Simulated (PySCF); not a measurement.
C₅H₇FO₂Si (SMILES O=C1CC([SiH2]F)=CCO1)

Input

```
{"job": {"kind": "uv", "xc": "PBE0", "basis": "def2-SVPD", "nstates": 8, "ntriplets": 3}, "charge": 0, "multiplicity": 1}
O     -1.138024    -2.727695    -0.655192
C     -1.093142    -1.580010    -0.309757
C     -0.033013    -1.020890     0.624819
C      0.482970     0.280122     0.075670
Si     2.338913     0.596423     0.045116
F      2.862068     0.252858     1.530026
C     -0.446922     1.113290    -0.385296
C     -1.874267     0.663754    -0.354807
O     -1.994363    -0.698171    -0.754864
H     -0.514216    -0.840854     1.592763
H      0.749673    -1.764868     0.764679
H      2.628746     2.004919    -0.164151
H      3.034631    -0.342748    -0.819967
H     -0.221368     2.075259    -0.812999
H     -2.503225     1.224906    -1.047916
H     -2.286060     0.772650     0.660465
```

Run with:

```sh
OMP_NUM_THREADS=1 python probes_run.py task.json out
```

Geometry: GFN2-xTB.

Theory: PBE0/def2-SVPD, SCF density, gas phase in PySCF 2.14.0.

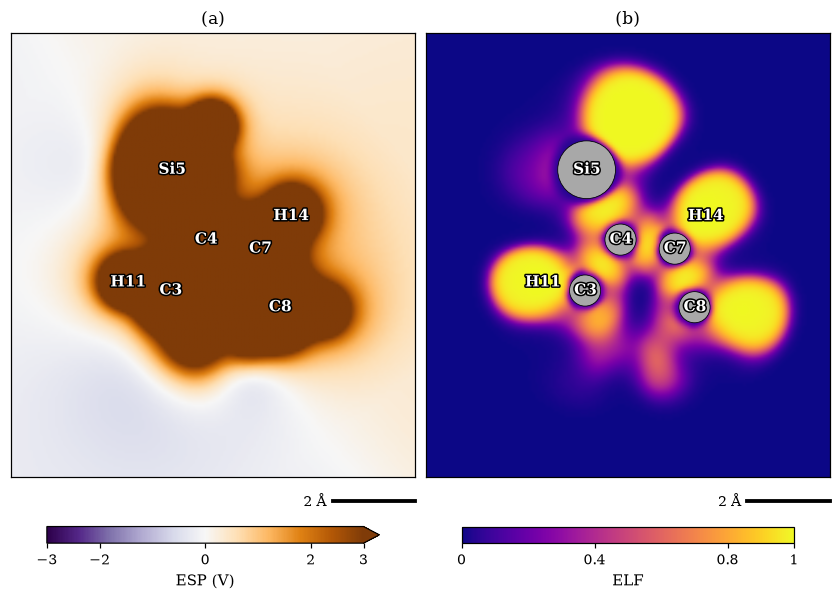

Figure 1. (a) electrostatic potential; (b) ELF on the plane of atoms C4, C7 and C8. Grey discs cover the atomic cores in the ELF map.

Question: What does the map show?

Answer: Atoms in the plane: C, Si and H. C–C (1.33 Å): the ELF peaks at about 0.90 between the atoms (a multiple bond). C–Si (1.88 Å): the ELF peaks at about 1 between the atoms (a covalent bond). C–H (1.08 Å): the ELF climbs to about 1 towards the hydrogen, as it does in any bond to H (an ordinary covalent bond to hydrogen). C–C (1.50 Å): the ELF peaks at about 0.95 between the atoms; a covalent bond. Outside the dense part of the molecule the potential is most negative (−0.5 V) near O1, which lies off the plane.

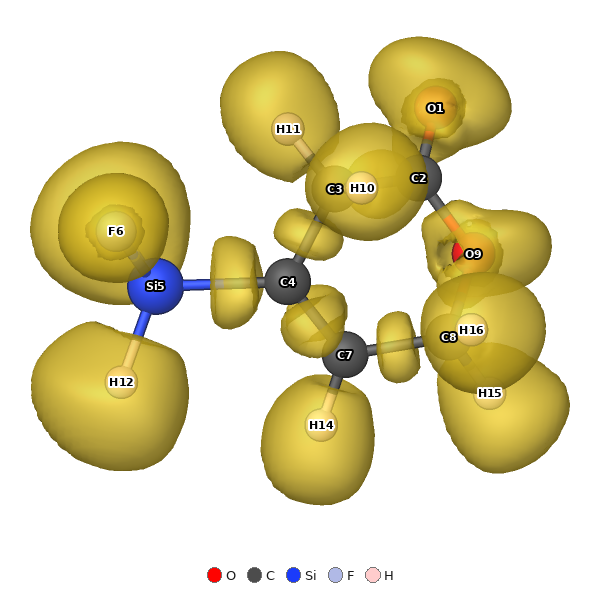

Figure 2. Isosurface of the electron localisation function at 0.75 (yellow), seen across its widest extent. Core shells and regions of very low density are left out.

Question: What do the ELF domains correspond to?

Answer: At this value the surface marks out four regions between bonded C–C atoms (shared pairs), one region between bonded C–Si atoms (shared pairs), seven regions around hydrogen nuclei, two regions on O in which the atom's valence shell and bonds are merged and one region wrapped around F (its lone pairs, merged into a ring or cap).


C–O (1.20 Å): the ELF peaks at about 0.85 between the atoms; a multiple bond.

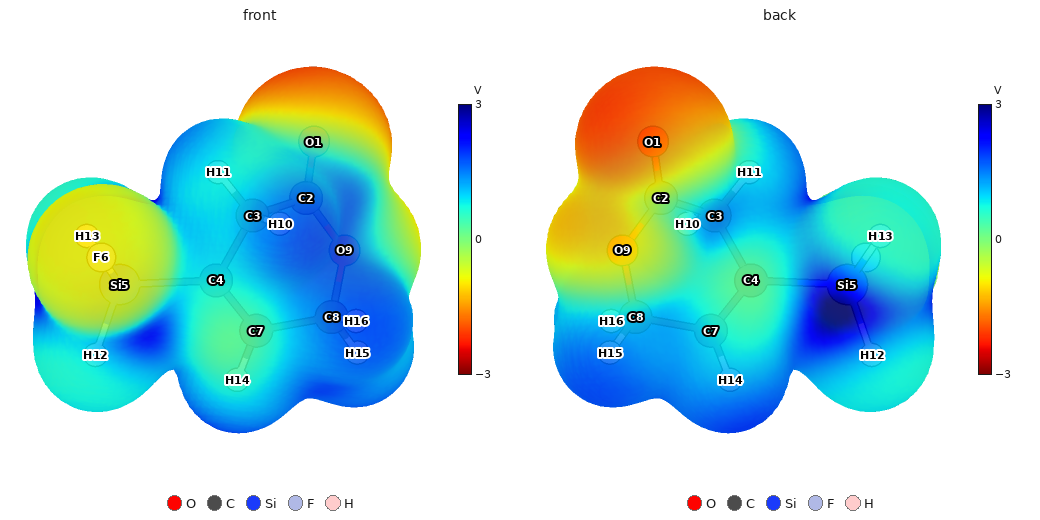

Figure 3. The electrostatic potential painted on the density surface at 0.004 e/bohr³, seen from the front and from behind; the colour scale runs from red (negative) to blue (positive).

Question: Describe the electrostatic potential map.

Answer: The most negative region (about −2.1 V) lies over O1, the most positive (about +2.8 V) over Si5. O1 is the likeliest acceptor of a hydrogen bond.

Question: How polar is the molecule by this calculation?

Answer: Its dipole moment is 4.43 D.
